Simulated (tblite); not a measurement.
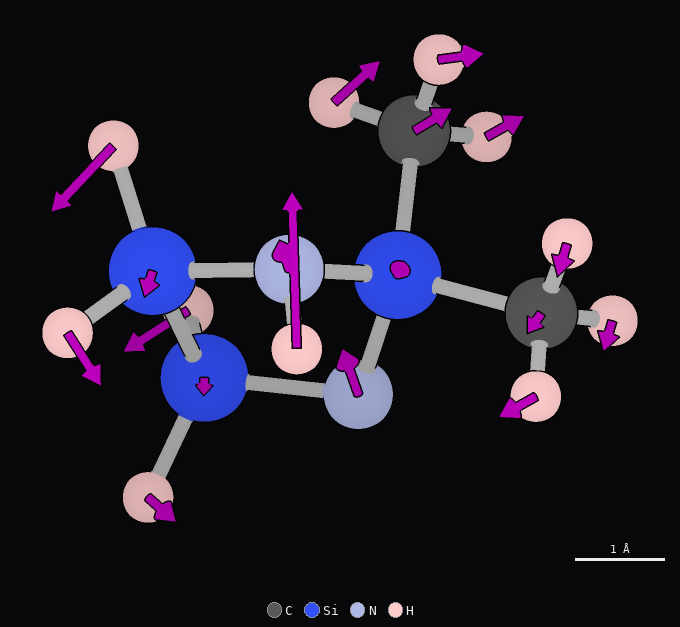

This is a relaxation of C₂H₁₁N₂Si₃ (multiplicity 2). The starting structure is drawn; purple arrows show the displacements, at their true length. The two geometries are superimposed by the best rigid fit.

The picture is a ball-and-stick view, seen from a free direction.

All numbers below come from GFN2-xTB geometry optimisation, gas phase in tblite 0.8.0. 

> Atoms of which element are displaced furthest, and by how much?

Hydrogen: up to 1.79 Å, against 0.68 Å for nitrogen.

> What did the optimiser do to the structure, and how much energy did it gain?

An H atom moves most after the best rigid fit: 1.79 Å. Largest moves by element: H 1.79 Å, N 0.68 Å, C 0.53 Å, Si 0.33 Å. Some distances before and after: N–Si 1.779 → 1.650 Å, Si–Si 2.321 → 2.419 Å, N–Si 1.730 → 1.803 Å, N–Si 1.775 → 1.703 Å. Bond angles that change, for instance: Si–N–Si 106.9° → 127.1°, Si–N–H 105.8° → 120.3°, Si–N–H 103.5° → 117.9°. After 97 geometry steps the energy has fallen by 104.9 kJ/mol.
